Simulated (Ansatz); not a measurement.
C2H7Ga (SMILES [CH3][GaH][CH3])

The calculation's input:

```
crystal:
  periodic: [false, false, false]
  atoms:
    - {symbol: C, position_ang: [-1.338262, -0.318538, 0.516136]}
    - {symbol: C, position_ang: [1.076351, -0.524122, -1.945958]}
    - {symbol: Ga, position_ang: [-0.041365, 0.515193, -0.705242]}
    - {symbol: H, position_ang: [-1.117114, -0.035115, 1.559251]}
    - {symbol: H, position_ang: [-1.356028, -1.416790, 0.449038]}
    - {symbol: H, position_ang: [-2.353195, 0.059412, 0.304020]}
    - {symbol: H, position_ang: [0.107222, 2.083731, -0.691040]}
    - {symbol: H, position_ang: [2.144423, -0.330095, -1.748100]}
    - {symbol: H, position_ang: [0.902492, -1.608963, -1.884221]}
    - {symbol: H, position_ang: [0.892875, -0.199843, -2.984582]}
basis:
  gaussian:
    orbitals: def2-TZVPD
magnetization:
  spin_polarized: false
hamiltonian:
  xc: pbe0
output:
  forces: true
  orbitals: {seedname: orbitals}
```

Launched as:

```sh
ansatz run input.yaml --threads 2 --pin off --max-ram 4350MiB --events-out events.jsonl --progress --plain --runs-dir runs
```

Geometry: r2SCAN-D4/def2-SVP.

Theory: isolated molecule in a Gaussian basis; Kohn-Sham density functional theory, functional PBE0 (Ansatz 0.2.0).

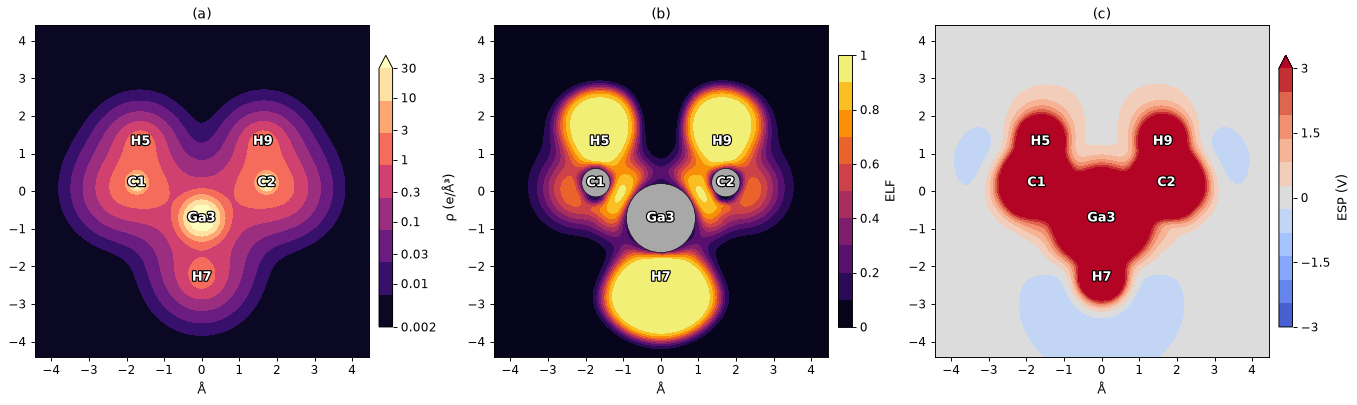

Figure 1. (a) electron density; (b) ELF; (c) electrostatic potential on the plane of atoms C1, Ga3 and H7. Grey discs cover the atomic cores in the ELF map.

> What do the fields say about this system?

- The section cuts through C, Ga and H sites.
- C–Ga (1.97 Å): ρ at the midpoint is about 0.78 e/Å³; the ELF peaks at about 0.90 in the valence shell of C, 0.7 Å from its nucleus, and is about 0.55 at the midpoint.
- C–H (1.10 Å): the density is about 1.9 e/Å³ at the midpoint; the ELF climbs to about 1 towards the hydrogen, as it does in any bond to H (a covalent bond by its length).
- Ga–H (1.58 Å): ρ is about 0.97 e/Å³ halfway; the ELF climbs to about 1 towards the hydrogen.
- Outside the dense part of the molecule the potential is most negative (−0.6 V) near H7.

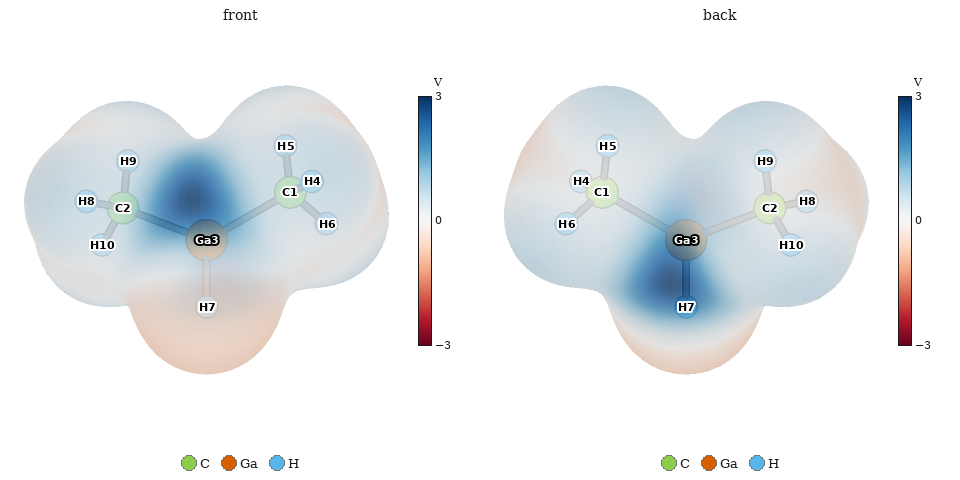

Figure 2. The electrostatic potential painted on the density surface at 0.002 e/bohr³, seen from the front and from behind; red is negative and blue positive.

> Where is the surface potential most negative and most positive?

The most negative region (about −0.6 V) lies over H7, the most positive (about +2.8 V) over Ga3.

> How polar is the molecule by this calculation?

Its dipole moment is 0.57 D.

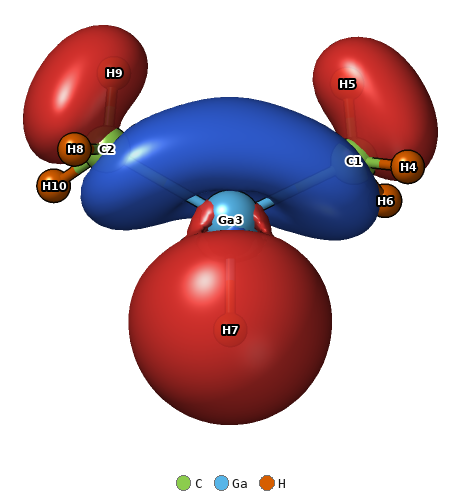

Figure 3. The HOMO−1 at ±0.08 Å⁻³ᐟ² (red and blue are the two phases), seen at a tilt.

> Describe this orbital and give its energy.

Its weight (Hirshfeld) is mainly on H7 (about 35 %), Ga3 (about 30 %), C2 (about 10 %) and C1 (about 10 %). Its energy is −7.84 eV.
